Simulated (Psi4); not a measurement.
# B2PLYP/def2-SVP (density fitting for correlation) run of SClO2F (sulfuryl chloride fluoride)

Aim: the vertical singlet–triplet gap of SClO2F (sulfuryl chloride fluoride) at B2PLYP/def2-SVP (density fitting for correlation), from 2 runs. Input form: a Python script.

The results are computed with Psi4 1.11.

## 1. The structure to begin with

SClO2F: 5 atoms, total charge 0, spin state singlet. As SMILES, `O=S(=O)(F)Cl`. The shape is that of a PBE0-D4/def2-TZVP optimisation.

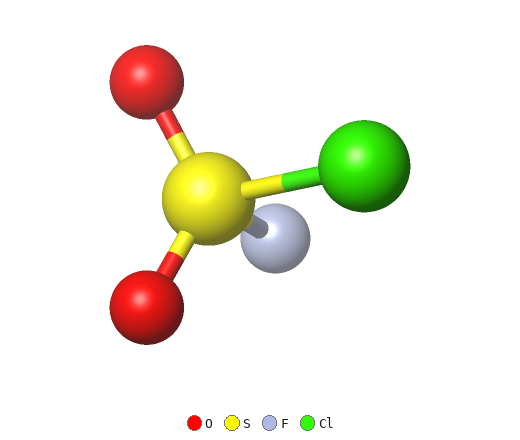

The structure, seen from a chosen angle (oxygen red, sulfur yellow, fluorine light blue, chlorine green).

## 2. A single-point energy at B2PLYP/def2-SVP (density fitting for correlation)

clfo2s.xyz

```xyz
5
ClFO2S
O     -0.123540    -0.162690     1.503010
S      0.100210    -0.145140     0.111160
O      1.158000    -0.828940    -0.522160
F     -1.214690    -0.608760    -0.568390
Cl     0.080010     1.745540    -0.523620
```

run.py

```python
import psi4

psi4.set_memory('2200 MB')
psi4.set_num_threads(1)
psi4.core.set_output_file('clfo2s.out', False)

with open('clfo2s.xyz') as f:
    atoms = ''.join(f.readlines()[2:])
m = psi4.geometry('0 1\n' + atoms + 'symmetry c1\nno_reorient\nno_com')

psi4.set_options({
    'basis': 'def2-SVP',
    'reference': 'rks',
    'puream': True,
    'e_convergence': 1e-09,
    'd_convergence': 1e-08,
    'scf_type': 'pk',
    'dft_radial_points': 99,
    'dft_spherical_points': 590,
    'num_frozen_docc': 13,
})

energy_value = psi4.energy("b2plyp")
print(f'total energy {energy_value:.8f} hartree = {energy_value * 27.211386:.5f} eV')
for k, v in sorted(psi4.core.scalar_variables().items()):
    print(f'{k:45s} {v:18.10f}')
```

Started as:

```bash
python run.py
```

clfo2s.out:

```text
[...]
  Running in c1 symmetry.
[...]
  Nuclear repulsion =  344.673643826859063
[...]
  Multiplicity = 1
[...]
  Nalpha       = 29
  Nbeta        = 29
[...]
    Number of basis functions: 78
[...]
   @RKS iter   1: -1107.08755825383787    7.50625e-01   1.08526e-02 ADIIS/DIIS
[...]
   @RKS iter  13: -1107.36285720409001   -2.27374e-12   2.99685e-09 DIIS
[...]
    Orbital Energies [Eh]
    ---------------------
    Doubly Occupied:
       1A   -102.949996     2A    -90.479355     3A    -25.449253
       4A    -19.787455     5A    -19.787434     6A     -9.986249
       7A     -8.673271     8A     -7.633150     9A     -7.624608
      10A     -7.624356    11A     -6.527286    12A     -6.525699
      13A     -6.524341    14A     -1.481277    15A     -1.314080
      16A     -1.224121    17A     -1.034642    18A     -0.802352
      19A     -0.697579    20A     -0.657744    21A     -0.650579
      22A     -0.585492    23A     -0.570483    24A     -0.509224
      25A     -0.488849    26A     -0.470043    27A     -0.445551
      28A     -0.439376    29A     -0.418200
[...]
  @RKS Final Energy: -1107.36285720409001
   => Energetics <=
    Nuclear Repulsion Energy =            344.6736438268590632
    One-Electron Energy =               -2213.4562974740365462
    Two-Electron Energy =                 800.4297561576332782
    DFT Exchange-Correlation Energy =     -39.0099597145456727
    Empirical Dispersion Energy =           0.0000000000000000
    VV10 Nonlocal Energy =                  0.0000000000000000
    Total Energy =                      -1107.3628572040900053
[...]
 Multipole Moments:
 ------------------------------------------------------------------------------------
     Multipole            Electronic (a.u.)      Nuclear  (a.u.)        Total (a.u.)
 ------------------------------------------------------------------------------------
 L = 1.  Multiply by 2.5417464519 to convert [e a0] to [Debye]
 Dipole X            :         -0.8235830            0.5801459           -0.2434371
 Dipole Y            :        -25.7951206           26.3428956            0.5477749
 Dipole Z            :          7.9648095           -8.2990913           -0.3342818
 Magnitude           :                                                    0.6863405
[...]
```

The script printed:

```text
total energy -1107.64023405 hartree = -30140.42596 eV
B2PLYP DOUBLE-HYBRID CORRECTION ENERGY             -0.2773768488
B2PLYP TOTAL ENERGY                             -1107.6402340529
CURRENT ENERGY                                  -1107.6402340529
CURRENT REFERENCE ENERGY                        -1107.3628572041
DD SOLVATION ENERGY                                 0.0000000000
DFT FUNCTIONAL TOTAL ENERGY                     -1107.3628572041
DFT TOTAL ENERGY                                -1107.6402340529
DFT VV10 ENERGY                                     0.0000000000
DFT XC ENERGY                                     -39.0099597145
DOUBLE-HYBRID CORRECTION ENERGY                    -0.2773768488
GRID ELECTRONS ALPHA                               29.0000001927
GRID ELECTRONS BETA                                29.0000001927
GRID ELECTRONS TOTAL                               58.0000003854
NUCLEAR REPULSION ENERGY                          344.6736438269
ONE-ELECTRON ENERGY                             -2213.4562974740
PCM POLARIZATION ENERGY                             0.0000000000
PE ENERGY                                           0.0000000000
SCF ITERATION ENERGY                            -1107.3628572041
SCF ITERATIONS                                     13.0000000000
SCF TOTAL ENERGY                                -1107.3628572041
TWO-ELECTRON ENERGY                               800.4297561576
XC GRID RADIAL POINTS                              99.0000000000
XC GRID SPHERICAL POINTS                          590.0000000000
XC GRID TOTAL POINTS                           270904.0000000000
```

It took 16 s on 1 thread of Intel Xeon at 2.50GHz (Skylake/Cascade Lake), shared host; peak memory 0.77 GiB.

## 3. The triplet, same level

clfo2s.xyz is that of step 2.

calc.py

```python
import psi4

psi4.set_memory('2200 MB')
psi4.set_num_threads(1)
psi4.set_output_file('run.log', False)

with open('clfo2s.xyz') as f:
    atoms = ''.join(f.readlines()[2:])
m = psi4.geometry('0 3\n' + atoms + 'symmetry c1')

psi4.set_options({
    'basis': 'def2-SVP',
    'reference': 'uks',
    'puream': True,
    'e_convergence': 1e-09,
    'd_convergence': 1e-08,
    'scf_type': 'pk',
    'dft_radial_points': 99,
    'dft_spherical_points': 590,
    'num_frozen_docc': 13,
    'maxiter': 100,
})

E, wfn = psi4.energy("b2plyp", molecule=m, return_wfn=True)
print(f'total energy {E:.8f} hartree = {E * 27.211386:.5f} eV')
```

Started as:

```bash
python calc.py
```

run.log:

```text
[...]
  Running in c1 symmetry.
[...]
  Nuclear repulsion =  344.673643826859063
[...]
  Multiplicity = 3
[...]
  Nalpha       = 30
  Nbeta        = 28
[...]
    Number of basis functions: 78
[...]
   @UKS iter   1: -1106.88829854032542    9.49885e-01   1.02874e-02 ADIIS/DIIS
[...]
   @UKS iter  20: -1107.14475303150880   -3.86535e-12   5.87051e-09 DIIS
[...]
   @S^2 Observed:                2.013564705E+00
[...]
    Orbital Energies [Eh]
    ---------------------
    Alpha Occupied:
       1A   -102.985598     2A    -90.374359     3A    -25.408317
       4A    -19.778484     5A    -19.778457     6A    -10.021779
       7A     -8.588249     8A     -7.675118     9A     -7.664820
      10A     -7.655899    11A     -6.439344    12A     -6.437561
      13A     -6.435821    14A     -1.449250    15A     -1.300601
      16A     -1.218164    17A     -1.079569    18A     -0.798316
      19A     -0.696397    20A     -0.645830    21A     -0.628853
      22A     -0.571790    23A     -0.565030    24A     -0.535470
      25A     -0.503596    26A     -0.501489    27A     -0.465119
      28A     -0.460755    29A     -0.434736    30A     -0.203329
    Alpha Virtual:
[...]
  @UKS Final Energy: -1107.14475303150880
   => Energetics <=
    Nuclear Repulsion Energy =            344.6736438268590632
    One-Electron Energy =               -2214.4449529018211251
    Two-Electron Energy =                 801.6765964227844279
    DFT Exchange-Correlation Energy =     -39.0500403793310156
    Empirical Dispersion Energy =           0.0000000000000000
    VV10 Nonlocal Energy =                  0.0000000000000000
    Total Energy =                      -1107.1447530315087988
[...]
 Multipole Moments:
 ------------------------------------------------------------------------------------
     Multipole            Electronic (a.u.)      Nuclear  (a.u.)        Total (a.u.)
 ------------------------------------------------------------------------------------
 L = 1.  Multiply by 2.5417464519 to convert [e a0] to [Debye]
 Dipole X            :         -1.2083469            1.0720731           -0.1362738
 Dipole Y            :          1.5109036           -0.5844246            0.9264790
 Dipole Z            :         -1.2616998            0.8706793           -0.3910206
 Magnitude           :                                                    1.0148059
[...]
```

On the terminal:

```text
total energy -1107.42090810 hartree = -30134.45779 eV
```

It took 32 s on 1 thread of Intel Xeon at 2.50GHz (Skylake/Cascade Lake), shared host; peak memory 0.77 GiB.

## 4. What came out

At B2PLYP/def2-SVP (density fitting for correlation), 13 core orbitals frozen:

| quantity | value |
| --- | --- |
| singlet: total energy | -1107.64023 Eh |
| singlet: HOMO energy (SCF part's orbitals) | -11.38 eV |
| singlet: LUMO energy (SCF part's orbitals) | -0.26 eV |
| singlet: HOMO–LUMO gap (SCF part's orbitals) | 11.12 eV |
| triplet: total energy | -1107.42091 Eh |
| triplet: HOMO energy (SCF part's orbitals) (highest over α and β) | -5.53 eV |
| triplet: ⟨S²⟩ | 2.014 |
| vertical energy of the triplet above the singlet | 5.968 eV |

**Reading.** At this shape the triplet lies 5.97 eV (138 kcal/mol) above the singlet.
